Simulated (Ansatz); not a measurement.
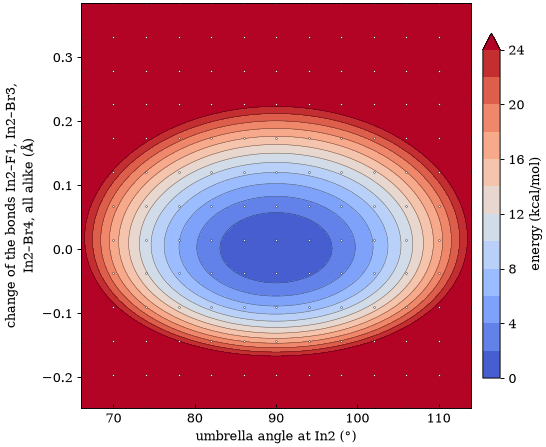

Br2FIn, SMILES [F][In]([Br])[Br]. The first coordinate is: umbrella angle at In2 (between each of its bonds and their common axis; 90 is planar); the second: change of the bonds In2–F1, In2–Br3, In2–Br4, all alike. Nothing is relaxed (all other coordinates rigid). The grid has 13 × 13 points; 91 points were computed and 78 follow by symmetry. Points are written as (first, second). Energies: kcal/mol, counted from the relaxed molecule at the same level. Computed with RHF/def2-TZVP (Ansatz).

Drawn: filled contours, dots at the grid points, one colour for all values above the top of the scale. Between grid points the surface is interpolated.

**Where is the minimum, and how stiff is the well along each coordinate?**

The interpolated minimum is at the first coordinate ≈ 90.0°, the second coordinate ≈ 0.000 Å. The curvatures there are about 12 eV/rad² and 57 eV/Å², with a cross term of about 0 eV/(rad·Å). Round the minimum the two coordinates are nearly uncoupled. (1 eV is 23.1 kcal/mol.)
